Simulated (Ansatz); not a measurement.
# BrGeH$_{5}$S: what the fields show

| atom | x (Å) | y (Å) | z (Å) |
| --- | --- | --- | --- |
| Ge | -0.8154 | 0.4772 | -0.2278 |
| S | 0.5293 | -1.3519 | 0.9023 |
| H | -0.6768 | 0.9103 | -1.6887 |
| H | -1.2211 | 1.4750 | 0.8529 |
| H | -1.9233 | -0.6200 | -0.2618 |
| H | 1.5800 | -0.4426 | 0.7610 |
| Br | 1.7254 | 1.5086 | -0.0711 |
| H | 0.8022 | -1.9566 | -0.2669 |

A transition-state structure; geometry: PBE0-D4/def2-TZVP.

Theory: Ansatz, RKS PBE0-D4/def2-TZVPP.

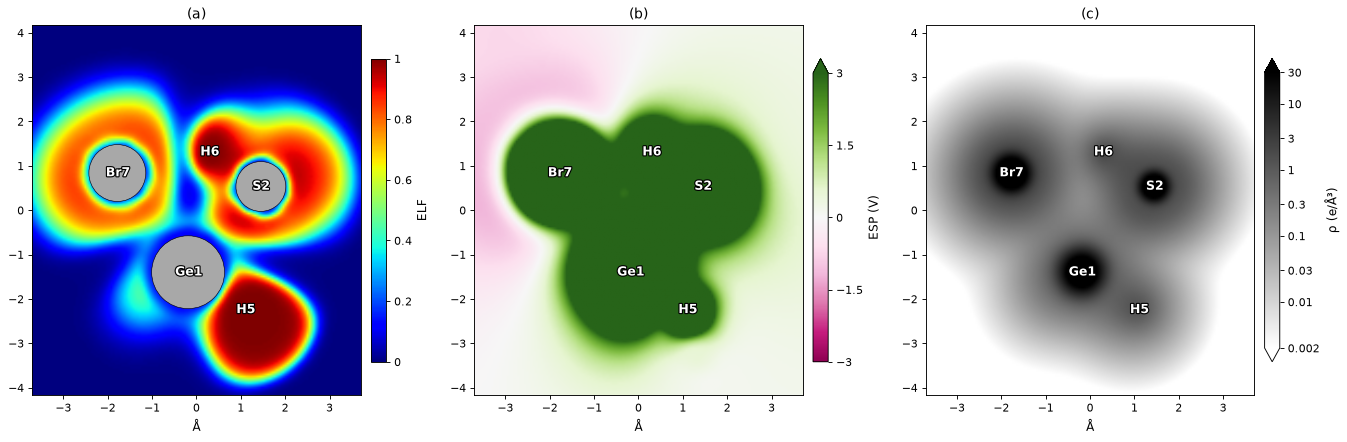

Figure 1. (a) ELF; (b) molecular electrostatic potential; (c) electron density on the plane of atoms S2, Ge1 and Br7. Grey discs cover the atomic cores in the ELF map.

Q: Describe what can be read from this map.

A: The section cuts through Ge, S, H and Br sites.
Ge–S (2.54 Å): ρ at the midpoint is about 0.43 e/Å³; the ELF peaks at about 0.90 in the valence shell of S, 0.9 Å from its nucleus, and is about 0.75 at the midpoint.
Ge–Br (2.75 Å): the density is about 0.32 e/Å³ at the midpoint; the ELF peaks at about 0.80 in the valence shell of Br, 1.0 Å from its nucleus, and is about 0.60 at the midpoint.
The ELF also peaks beside Br7 and S2, away from the bonds: lone-pair regions.
Outside the dense part of the molecule the potential is most negative (−1.2 V) near Br7.

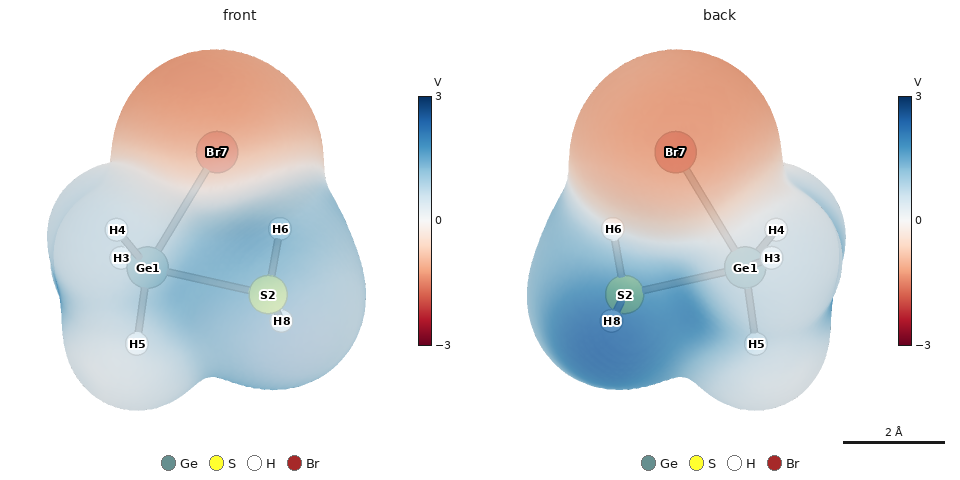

Figure 2. The molecular electrostatic potential painted on the density surface at 0.002 e/bohr³, seen from the front and from behind; red is negative and blue positive.

Q: Where is the surface potential most negative and most positive?

A: The most negative region (about −1.3 V) lies over Br7, the most positive (about +2.3 V) over H8.

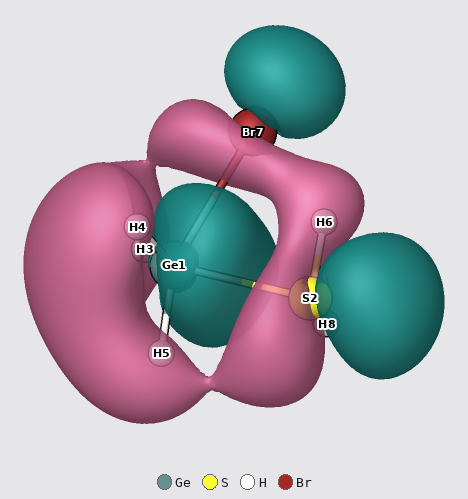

Figure 3. One frontier orbital at ±0.05 Å⁻³ᐟ² (teal and pink are the two phases), seen across its widest extent.

Q: Which orbital is it: HOMO or LUMO?

A: The LUMO, at −2.17 eV. Its weight (Hirshfeld) is mainly on Ge1 (about 45 %), S2 (about 25 %) and Br7 (about 10 %).
